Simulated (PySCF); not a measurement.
Consider C2H9FO2Si2 (SMILES F[SiH2]OCOC[SiH3]).

The calculation's input:

```
{"job": {"kind": "nmr", "xc": "PBE0", "basis": "pcSseg-1"}, "charge": 0, "multiplicity": 1}
F     -3.697679    -0.188733    -0.915407
Si    -3.027005     0.351922     0.446568
O     -1.434823     0.161970     0.362911
C     -0.638499    -0.970113     0.198915
O      0.688797    -0.677131     0.399806
C      1.251526     0.183628    -0.588475
Si     3.050679     0.469127    -0.036097
H     -3.664987    -0.456021     1.472250
H     -3.146292     1.790458     0.471321
H     -0.808418    -1.373661    -0.816391
H     -0.901972    -1.731260     0.943122
H      1.176557    -0.295816    -1.573687
H      0.680316     1.116090    -0.637359
H      3.747881    -0.816145    -0.029670
H      3.672630     1.377039    -1.005832
H      3.043691     1.067589     1.296614
```

Command:

```sh
OMP_NUM_THREADS=1 python probes_run.py task.json out
```

Geometry: GFN2-xTB.

The calculation used PBE0/pcSseg-1, SCF density, gas phase, non-relativistic (PySCF 2.14.0).

**What can the converged electron density and electron localisation function tell about the bonding?**

C–O (1.37 Å): ρ is about 2.3 e/Å³ halfway, with its minimum of 2 e/Å³ about 0.5 Å from C; the ELF peaks at about 0.90 between the atoms, as expected for a polar covalent bond.
Si–O (1.61 Å): ρ at the midpoint is about 1.2 e/Å³; the ELF peaks at about 0.90 between the atoms, as expected for a short, strongly polar bond.

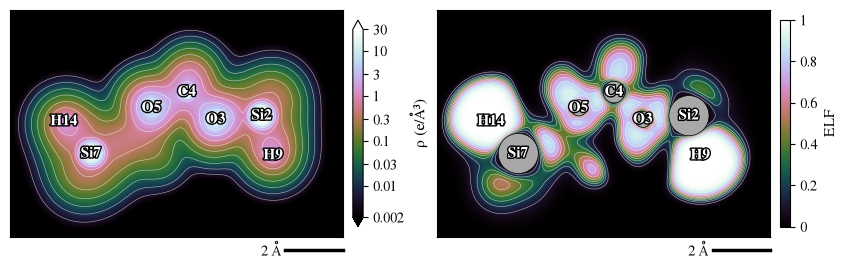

Computed electron density and electron localisation function on the plane of atoms O3, Si2 and H9, in this order. Grey discs cover the atomic cores in the ELF map. 
